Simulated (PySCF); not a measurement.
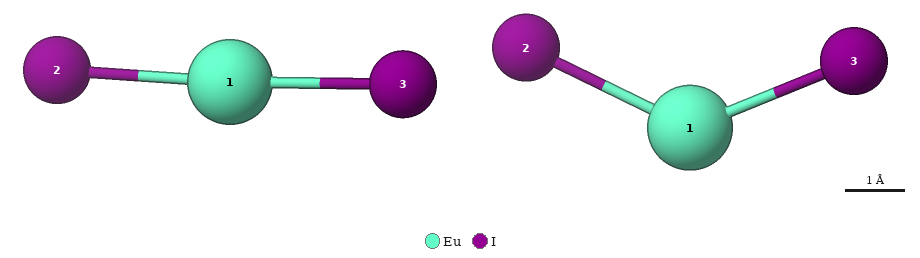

Two geometries of EuI2, drawn at one scale. One is the start of a relaxation, the other its converged end. A ball-and-stick model, seen at a tilt.

Computed with RKS PBE0, Eu lcecp-0-SVP with ECP53, I def2-SVP with ECP28; non-relativistic Hamiltonian with scalar-relativistic core potentials; density fitting (PySCF). Settings: symmetry kept (C2v).

Question: Which one is relaxed?

Answer: The left one is the relaxed one. After 13 geometry steps the energy has fallen by 13.5 kJ/mol. The largest force component goes from 0.69 to 0.0038 eV/Å. The forces were under the threshold at step 9, but the run went on from there. The atom that moves furthest after the best rigid fit is Eu1 (0.80 Å). By element the largest moves are Eu 0.80 Å, I 0.43 Å. Some distances before and after: Eu1–I2 3.129 → 3.015 Å. Among the angles between lasting bonds that change: I2–Eu1–I3 131.8° → 176.8°. The run took 54 s on 2 threads of Arm Neoverse V1, on a shared host, peak memory 0.57 GiB.
